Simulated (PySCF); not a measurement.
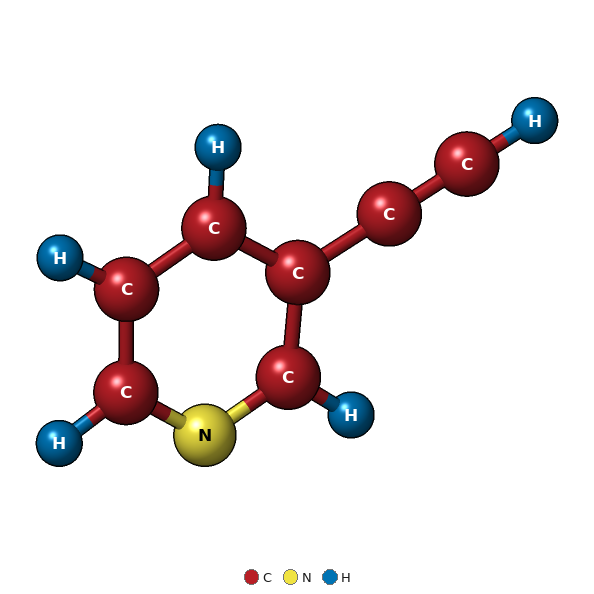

Every bond is drawn as one stick, whatever its order.

The computed structure is the end point of a GFN2-xTB optimisation. No frequency run is at hand to confirm it as a minimum.

Description:

Formula C₇H₅N. SMILES: `C#Cc1cccnc1`. Independent rings (smallest set): 1 of 6 members, 1 of them aromatic. Among its groups: alkyne. This geometry has Cs symmetry. All atoms lie on one plane. Coordination: 2 C linear; 5 C trigonal planar; 1 N bent.

The parts below concern this one geometry. Atoms keep their numbers from picture to picture.

## Geometry

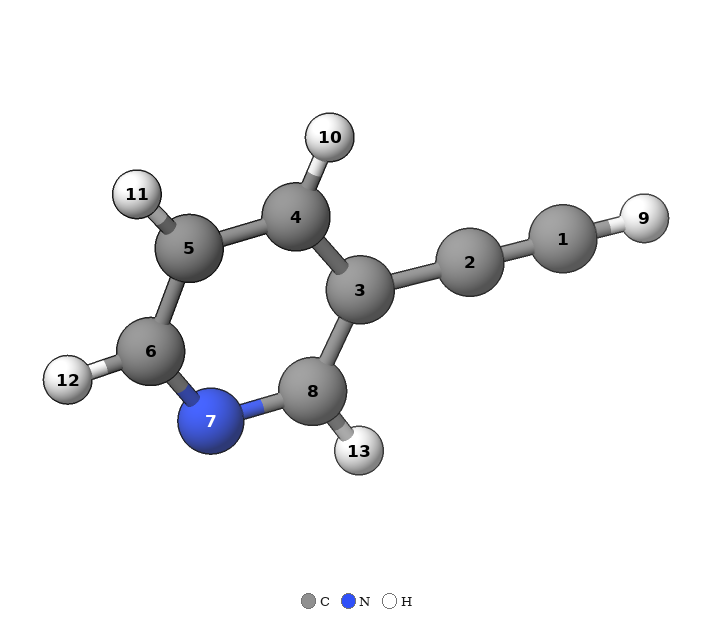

Numbered structure. No frequency run is at hand to confirm it as a minimum.

List the bonds and their lengths.

```
  bond  length (Å)        order
 C1–C2       1.201       triple
 C1–H9       1.049       single
 C2–C3       1.413  delocalised
 C3–C4       1.396     aromatic
 C3–C8       1.399     aromatic
 C4–C5       1.383     aromatic
C4–H10       1.081       single
 C5–C6       1.388     aromatic
C5–H11       1.079       single
 C6–N7       1.323     aromatic
C6–H12       1.082       single
 N7–C8       1.317     aromatic
C8–H13       1.082       single
```

## Electronic properties

No frequency run is at hand to confirm it as a minimum. Level of theory: PBE0/pcSseg-1, gas phase (PySCF 2.14.0).

Estimate the HOMO energy (Kohn–Sham orbital).

Answer. −7.27 eV.

What is the HOMO–LUMO gap?

Answer. 5.88 eV.

Estimate the dipole moment.

Answer. 2.02 D.

## Quadrupole coupling

No frequency run is at hand to confirm it as a minimum. Electric field gradients from the ground-state density, PBE0/pcSseg-1 (PySCF 2.14.0), non-relativistic apart from any core potentials.

Give the largest field-gradient component, the quadrupole coupling constant and the asymmetry for 14N at N7 (Q = 20.44 mb), 2H at H9 (Q = 2.86 mb), 2H at H10 (Q = 2.86 mb).

```csv
atom,V_zz (a.u.),e²qQ/h (MHz),η
N7,−1.152,−5.53,0.40
H9,0.396,0.266,0.00
H10,0.321,0.216,0.05
```

## Ring current

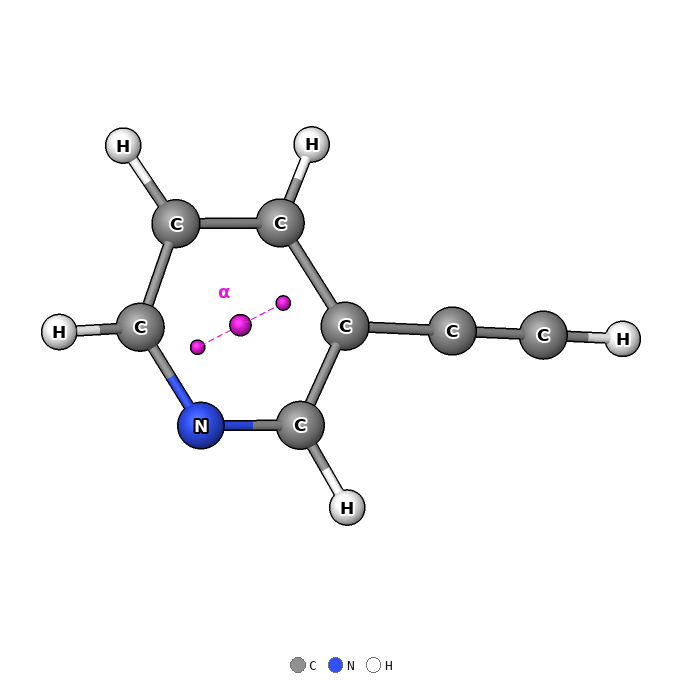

The small points mark where nucleus-independent chemical shifts (NICS) were computed: at the centre of each lettered ring and 1 Å above and below it. No frequency run is at hand to confirm it as a minimum. Properties computed with GIAO PBE0/pcSseg-1 NMR shielding, non-relativistic, gas phase (PySCF 2.14.0).

Give NICS(0), NICS(1) and the out-of-plane component NICS(1)zz for each ring (means of the two sides).

```tsv
ring	members	NICS(0)	NICS(1)	NICS(1)zz
α	C5N	−7.4	−11.0	−27.3
```

Values in ppm.

What do the values say about the ring currents?

Answer. Ring α: diatropic, as in an aromatic ring. NICS is one index among several.
